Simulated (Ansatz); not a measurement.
```yaml
atoms:
  - { symbol: Si, position_ang: [-1.0620, -0.0122, 1.3072] }
  - { symbol: F, position_ang: [0.1957, -0.0214, 2.2881] }
  - { symbol: O, position_ang: [-0.6729, 0.7477, -0.0638] }
  - { symbol: Si, position_ang: [0.1388, 0.7870, -1.4883] }
  - { symbol: H, position_ang: [-2.1415, 0.7400, 1.9768] }
  - { symbol: H, position_ang: [-1.4156, -1.4236, 1.0378] }
  - { symbol: H, position_ang: [1.9231, -1.4431, 0.6759] }
  - { symbol: H, position_ang: [1.9130, -1.7861, 0.0126] }
  - { symbol: H, position_ang: [0.1556, -0.5671, -2.0994] }
  - { symbol: H, position_ang: [1.5301, 1.2465, -1.2592] }
  - { symbol: H, position_ang: [-0.5643, 1.7323, -2.3880] }
```

The reactant side of a reaction path; geometry: PBE0-D4/def2-TZVP.

Computed with RKS PBE0-D4/def2-TZVPP (Ansatz).

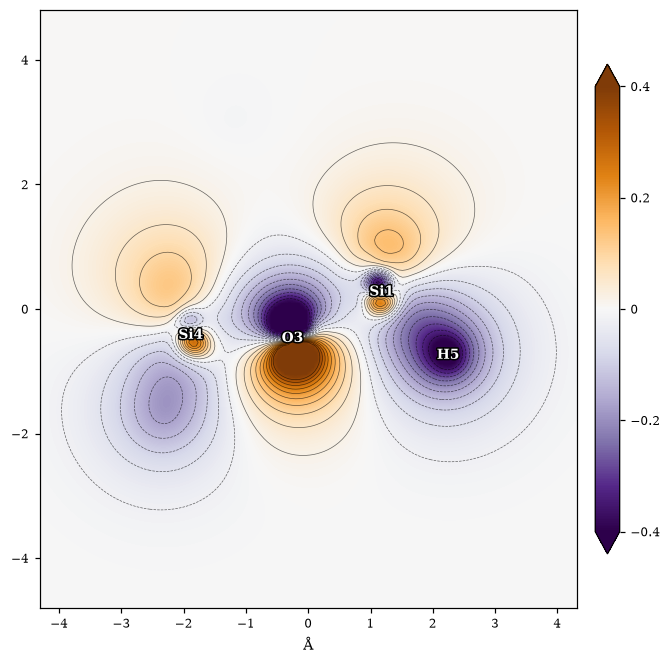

FH5OSi2···H2. The HOMO on the plane of atoms O3, Si1 and H5 (values in Å⁻³ᐟ²; the overall sign is arbitrary).

**Where does this orbital lie, and at what energy?**

By Hirshfeld shares it lies mainly on O3 (about 25 %), Si1 (about 15 %), H6 (about 15 %), Si4 (about 15 %), H9 (about 10 %) and H5 (about 10 %). Its energy is −8.99 eV.
